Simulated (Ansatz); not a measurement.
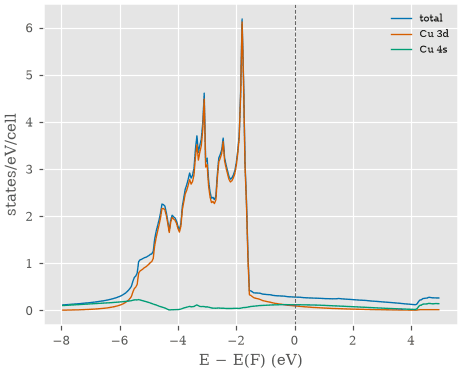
*Total and projected density of states of Cu (fcc (Cu type), Fm-3m), plane-wave PAW r²SCAN+D4 (Ansatz code)*

Task: Which orbitals carry the states next to the Fermi level?

Result: Within 0.5 eV of the Fermi level: Cu 4s 42 %, Cu 3d 34 %, outside the projected shells 23 %. Projections are on Löwdin-orthogonalised atomic valence shells; empty p or d shells of many metals are not among them.

Task: Where is the tallest occupied peak in this window, and what makes it?

Result: Near -1.8 eV, about 6.2 states/eV per cell; the largest projected share is Cu 3d.

The cell was relaxed with r²SCAN+D4 under the symmetry of its start. No spin polarisation was allowed. The pairwise dispersion correction was not fitted to metals.

Potentials: the earlier of the program's two PAW sets.
